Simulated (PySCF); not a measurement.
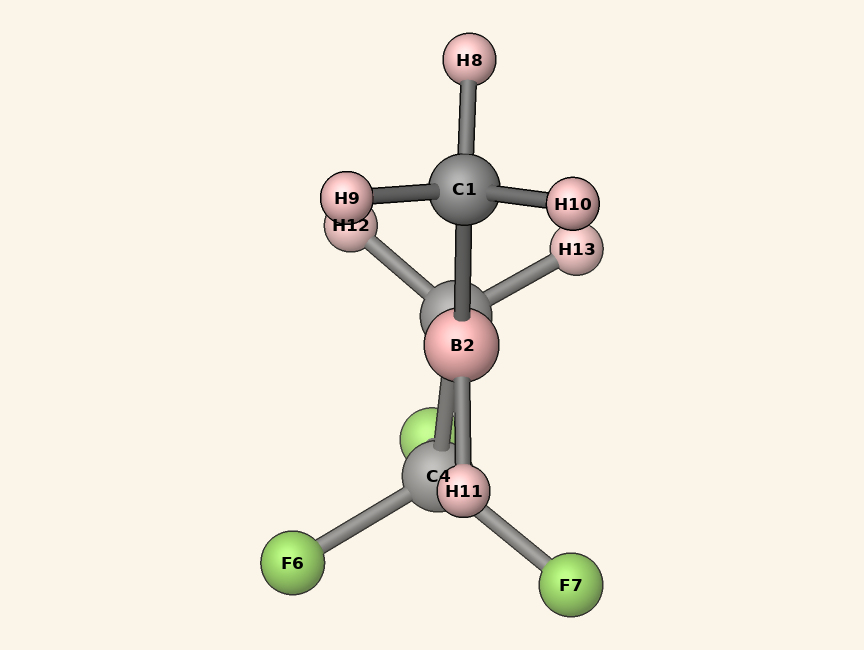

C3 lies behind B2. The molecule seen nearly along the B2–C3 bond, B2 in front. Distant atoms are faded towards the background colour. The computed structure is the end point of a PBE0-D3(BJ)/def2-SVP optimisation. No frequency run is at hand to confirm it as a minimum.

What is the torsion angle C1–B2–C3–C4? The sign is positive where the front bond must turn clockwise to cover the back bond.

Answer. −175°, antiperiplanar (anti).
